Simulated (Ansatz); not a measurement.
Cl2F2Ti

```yaml
atoms:
  - { symbol: Ti, position_ang: [0.0114, -0.0186, -0.0148] }
  - { symbol: F, position_ang: [0.0109, -0.0188, 1.7453] }
  - { symbol: Cl, position_ang: [2.0810, -0.0135, -0.7431] }
  - { symbol: F, position_ang: [-0.8185, 1.4184, -0.6018] }
  - { symbol: Cl, position_ang: [-1.0280, -1.8082, -0.7434] }
```

These are results of RKS PBE-D4/def2-mTZVP in Ansatz, not measurements.

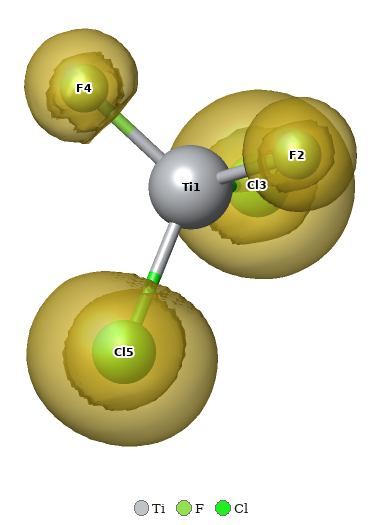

Figure 1. Isosurface of the electron localisation function at 0.8 (yellow), seen at an oblique angle. Only the valence region is drawn (cores and ρ < 0.01 e/Å³ removed).

Where are the electrons localised?

The surface consists of two regions wrapped around Cl (the valence shell of each) and two regions wrapped around F (the valence shell of each). Along the contacts the grid gives the following. Ti–F (1.76 Å): the ELF peaks at about 0.85 in the valence shell of F, 0.5 Å from its nucleus, and drops to about 0.25 between the two atoms. Ti–Cl (2.19 Å): the ELF peaks at about 0.85 in the valence shell of Cl, 0.8 Å from its nucleus, and is about 0.45 at the midpoint.

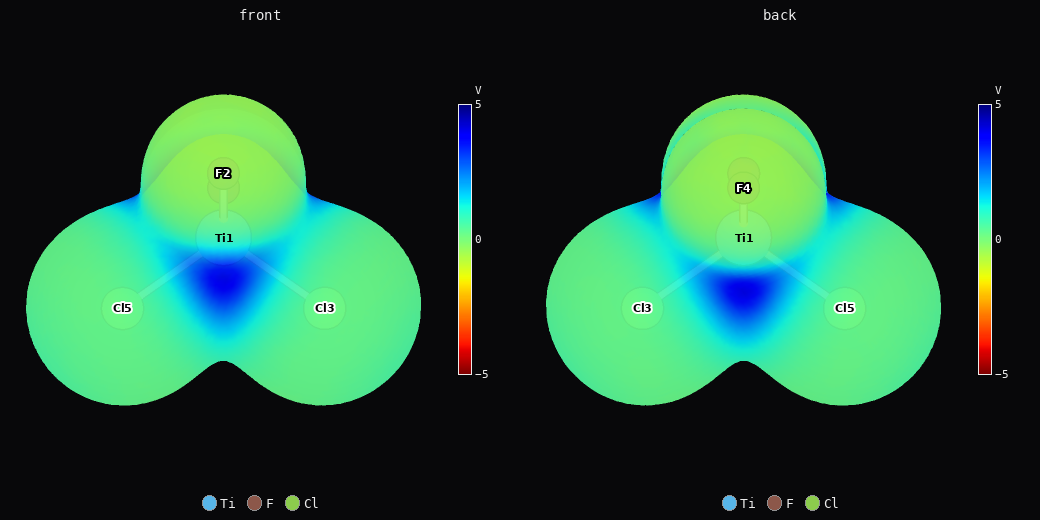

Figure 2. The electrostatic potential painted on the density surface at 0.004 e/bohr³, seen from the front and from behind; red is negative and blue positive.

Describe the electrostatic potential map.

The most negative region (about −0.4 V, or −9 kcal/mol for a unit charge) lies over F2 and F4, the most positive (about +4.0 V, or +92 kcal/mol for a unit charge) over Ti1.

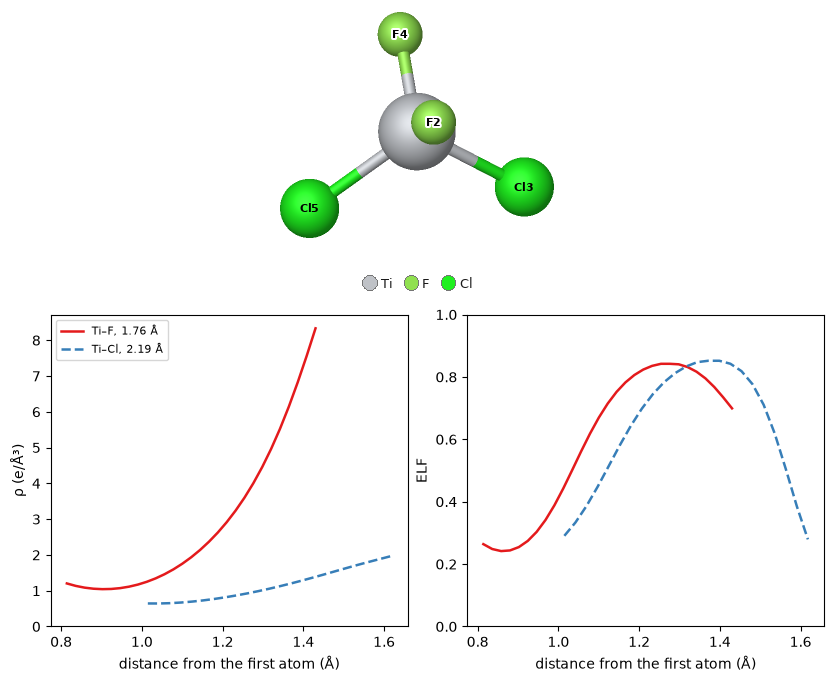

Figure 3. Electron density and electron localisation function along straight lines between neighbouring atoms. The curves leave out the atomic cores. The structure is drawn too.

Compare the contacts.

Ti–F (1.76 Å): ρ at the midpoint is about 1.1 e/Å³; the ELF peaks at about 0.85 in the valence shell of F, 0.5 Å from its nucleus, and drops to about 0.25 between the two atoms.
Ti–Cl (2.19 Å): the density is about 0.67 e/Å³ at the midpoint; the ELF peaks at about 0.85 in the valence shell of Cl, 0.8 Å from its nucleus, and is about 0.45 at the midpoint.
